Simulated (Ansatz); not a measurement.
A series of calculations on HfNH₆O₃F

**1. Relaxation**

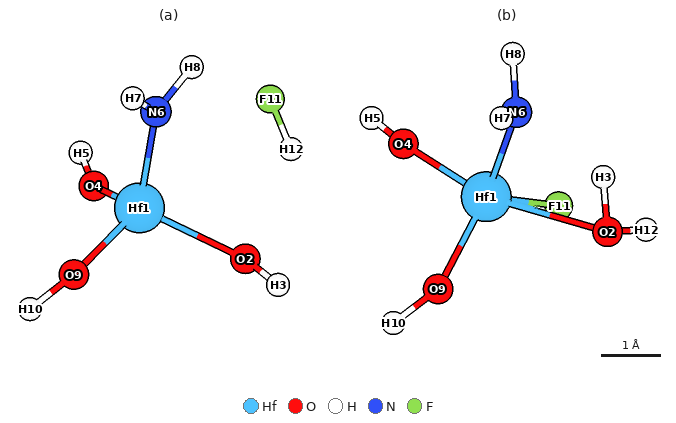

The structure of HfNH6O3F before (left) and after (right) a relaxation, at one scale.

A ball-and-stick model, seen from a free direction.

The run prepares an end point of a later path (reaction) calculation, from a guessed geometry.

Computed with Ansatz, RKS PBE-D4/def2-SVP.

Input
```yaml
crystal:
  periodic: [false, false, false]
  atoms:
    - { symbol: Hf, position_ang: [-0.160982, -0.238918, 0.111062] }
    - { symbol: O, position_ang: [-0.013722, -0.028417, 2.141508] }
    - { symbol: H, position_ang: [-0.741066, 0.014431, 2.783859] }
    - { symbol: O, position_ang: [1.619667, -0.642077, -0.567196] }
    - { symbol: H, position_ang: [2.462742, -0.415451, -0.983753] }
    - { symbol: "N", position_ang: [-0.97933, 1.470986, -0.650787] }
    - { symbol: H, position_ang: [-1.832338, 1.595215, -1.205566] }
    - { symbol: H, position_ang: [-0.533238, 2.386135, -0.508933] }
    - { symbol: O, position_ang: [-1.455752, -1.614267, -0.3416] }
    - { symbol: H, position_ang: [-1.678107, -2.495292, -0.672632] }
    - { symbol: F, position_ang: [1.41557, 2.318965, 1.137666] }
    - { symbol: H, position_ang: [1.149956, 1.817091, 1.881372] }
basis:
  gaussian: { orbitals: def2-SVP }
hamiltonian:
  xc: pbe
  dispersion: d4
relax:
  f_tol: 0.03
  max_steps: 50
output:
  orbitals: {}
```

Command:
```bash
ansatz run input.yaml --threads 4 --pin off --max-ram 5120MiB --backend cpu --events-out ev --progress --plain --runs-dir out
```

**What changed between the two?**

Over 42 accepted moves (48 points after the start) the energy falls by 1.015 eV. The largest force component goes from 0.77 to 0.0081 eV/Å. The line search rejected the trial steps at points 13, 15, 24, 30, 42, 47 of the run. The forces were under the threshold at step 43, but the run went on from there. The atom that moves furthest after the best rigid fit is F11 (2.15 Å). Largest moves by element: F 2.15 Å, H 1.96 Å, O 1.08 Å, Hf 0.52 Å, N 0.42 Å. Among the contacts that change: F11–H12 0.936 → 2.389 Å, O2–H12 2.197 → 0.977 Å, Hf1–F11 3.175 → 1.965 Å, Hf1–O2 2.047 → 2.398 Å. New bonds form, among them: Hf1–F11 (3.18 → 1.96 Å), O2–H12 (2.20 → 0.98 Å). Bonds break, among them: F11–H12 (0.94 → 2.39 Å). Among the angles between lasting bonds that change: O2–Hf1–O4 107.5° → 164.8°, Hf1–O2–H3 127.4° → 81.4°, O2–Hf1–N6 108.2° → 70.6°.

**2. Relaxation**

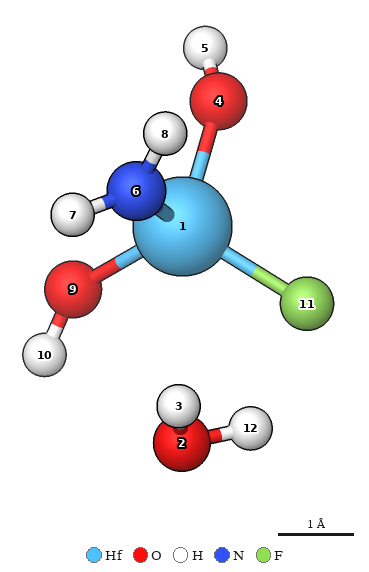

HfNH$_{6}$O$_{3}$F, before the relaxation. Style: ball-and-stick. Shown from a free direction.

The run prepares an end point of a later path (reaction) calculation, from a guessed geometry.

Computed with RKS PBE-D4/def2-SVP in Ansatz.

Input
```yaml
crystal:
  periodic: [false, false, false]
  atoms:
    - { symbol: Hf, position_ang: [0.534652, 0.074717, -0.201333] }
    - { symbol: O, position_ang: [-0.933932, 0.356486, 2.698898] }
    - { symbol: H, position_ang: [-1.303394, 1.19863, 2.364794] }
    - { symbol: O, position_ang: [1.763717, 0.145399, -1.699997] }
    - { symbol: H, position_ang: [2.117402, -0.222876, -2.521528] }
    - { symbol: "N", position_ang: [-0.867894, 1.529003, -0.562358] }
    - { symbol: H, position_ang: [-1.885356, 1.421791, -0.509453] }
    - { symbol: H, position_ang: [-0.666254, 2.414019, -1.041165] }
    - { symbol: O, position_ang: [-0.345678, -1.664577, -0.117158] }
    - { symbol: H, position_ang: [-0.781251, -2.253667, 0.52447] }
    - { symbol: F, position_ang: [1.594279, 0.589572, 1.381154] }
    - { symbol: H, position_ang: [0.027109, 0.579904, 2.808676] }
basis:
  gaussian: { orbitals: def2-SVP }
hamiltonian:
  xc: pbe
  dispersion: d4
relax:
  f_tol: 0.03
  max_steps: 50
```

Run as
```bash
ansatz run input.yaml --threads 4 --pin off --max-ram 5120MiB --backend cpu --events-out ev --progress --plain --runs-dir out
```

### What does the optimiser find from here?

The largest move after the best rigid fit is that of H3, 0.82 Å. Largest moves by element: H 0.82 Å, O 0.61 Å, N 0.35 Å, Hf 0.26 Å, F 0.25 Å. Near-neighbour distances that change, for instance: Hf1–H3 3.351 → 2.458 Å, Hf1–O2 3.263 → 2.432 Å, Hf1–H12 3.094 → 2.853 Å, Hf1–N6 2.052 → 2.119 Å. New bonds form, among them: Hf1–O2 (3.26 → 2.43 Å). Bond angles that change, for instance: Hf1–O4–H5 150.9° → 177.9°, O9–Hf1–F11 116.1° → 123.8°, Hf1–O9–H10 140.3° → 132.9°. The energy falls by 0.336 eV in 19 accepted moves (22 points after the start). Largest force component: 0.59 eV/Å at the start, 0.026 eV/Å at the end. The line search rejected the trial steps at points 16, 18, 21 of the run.

Step by step:

```
step  E − E(0), eV  largest force component, eV/Å      note
   0        0.0000                         0.5891          
   1       -0.0605                         1.0632          
   2       -0.1667                         1.1450          
   3       -0.2642                         0.4875          
   4       -0.2758                         0.3124          
   5       -0.2851                         0.6012          
   6       -0.2984                         0.3176          
   7       -0.3105                         0.2736          
   8       -0.3178                         0.1499          
   9       -0.3220                         0.0874          
  10       -0.3248                         0.1128          
  11       -0.3263                         0.1187          
  12       -0.3278                         0.1030          
  13       -0.3289                         0.1049          
  14       -0.3294                         0.1546          
  15       -0.3312                         0.2558          
  16       -0.3284                         0.4324  rejected
  17       -0.3347                         0.0412          
  18       -0.3338                         0.2861  rejected
  19       -0.3353                         0.0303          
  20       -0.3355                         0.0746          
  21       -0.3354                         0.0794  rejected
  22       -0.3357                         0.0257
```

Final geometry:

```xyz
12

Hf    0.4772    0.0143    0.0417
O    -0.7572    0.3323    2.1131
H    -1.1012    1.1138    1.5717
O     1.5092    0.0301   -1.5968
H     2.0463    0.0175   -2.3973
N    -0.9446    1.5617   -0.2266
H    -1.8697    1.3834   -0.6390
H    -0.6482    2.4855   -0.5673
O    -0.3888   -1.7459    0.0239
H    -0.7944   -2.2903    0.7174
F     1.8419    0.5449    1.3426
H    -0.1171    0.7211    2.7416
```

The end point in the same view:

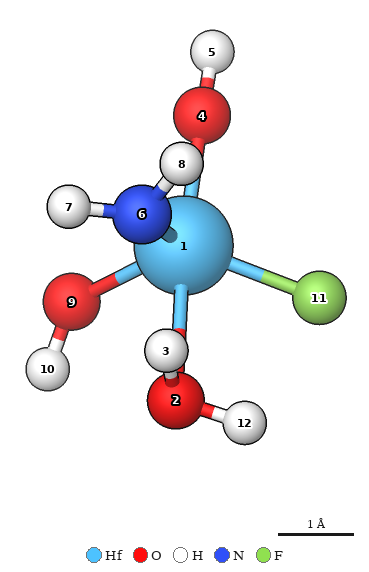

**3. Path**

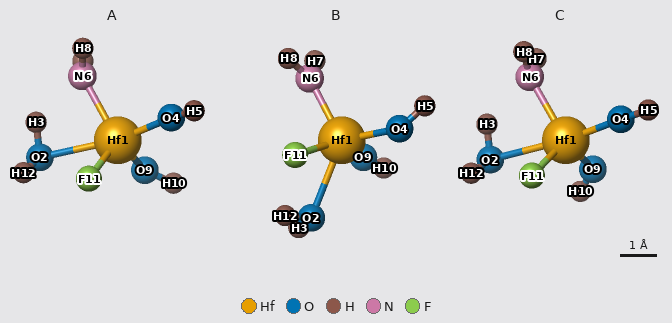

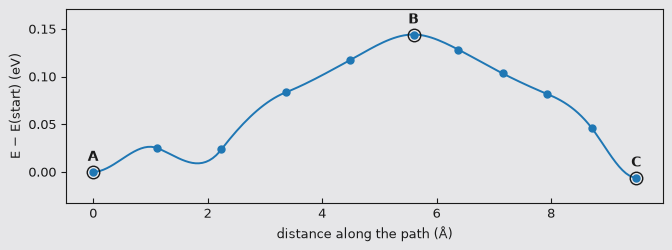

A search for the minimum-energy path of HfNH6O3F by the nudged elastic band. Images are numbered from 0 (start) to 10 (end). Frames A to C are images 0, 5, 10. Style: ball-and-stick. Shown at a tilt.

Method: Ansatz 0.2.0, RKS PBE-D4/def2-SVP. Set-up: 9 movable images; climbing image; force threshold 0.05 eV/Å; iteration limit 60; starting path through a guess of the saddle point.

What happens along the path, and what is the barrier?

No bond forms or breaks between the ends. Among the angles between lasting bonds that change up to the highest image: O2–Hf1–N6 70.6° → 127.4°, O2–Hf1–O4 164.8° → 120.4°. Forward barrier 0.144 eV, backward barrier 0.150 eV, with image 5 at the top; the reaction energy is −0.006 eV. The band converged in 38 iterations. The largest component of the band force went from 62 to 0.05 eV/Å. The climbing image converged on the top of the path. Its vibrational analysis gives 2 imaginary modes over 30i cm⁻¹, so it isn't confirmed as a transition state.

Cost: 11 min on 4 threads of Arm Neoverse V2, with other jobs on the host, peak memory 0.2 GiB.
